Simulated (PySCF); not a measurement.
SMILES CC(C)(C)[O][Ga]([OH])[OH] (C4H11GaO3) at its GFN2-xTB optimised geometry (Å):

```
19

Ga     0.8099    -0.7795     0.0000
O     -0.1140    -2.2797    -0.0015
H      0.3259    -3.1271     0.0017
O      2.5531    -0.7795     0.0000
H      3.0483    -1.5971    -0.0228
O      0.1273     0.8229     0.0000
C     -1.2465     1.1765     0.0571
C     -1.8561     0.6970     1.3735
C     -1.2733     2.7073    -0.0222
C     -1.9999     0.5659    -1.1235
H     -2.9032     0.9806     1.4435
H     -1.3101     1.1283     2.2104
H     -1.7731    -0.3903     1.4219
H     -0.7107     3.1271     0.8075
H     -2.2981     3.0663     0.0182
H     -0.8127     3.0341    -0.9507
H     -1.9228    -0.5207    -1.0648
H     -1.5516     0.9002    -2.0575
H     -3.0483     0.8532    -1.1061
```

Method: PySCF with PBE0/def2-SVP. Cells within 0.4 Å of a nucleus heavier than hydrogen are left out (blank, or x).

Map of the log10 of the electron density (e/bohr³), floored at −4 on the plane z = 0.0 Å:

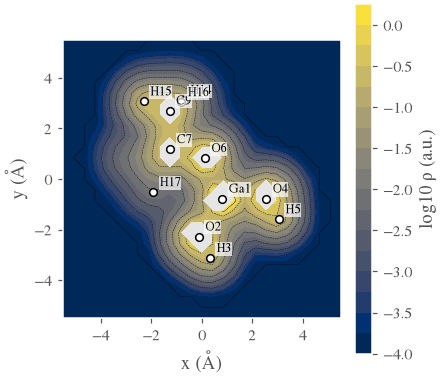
Figure. Log10 of the electron density (e/bohr³), floored at −4 on the plane z = 0.0 Å.
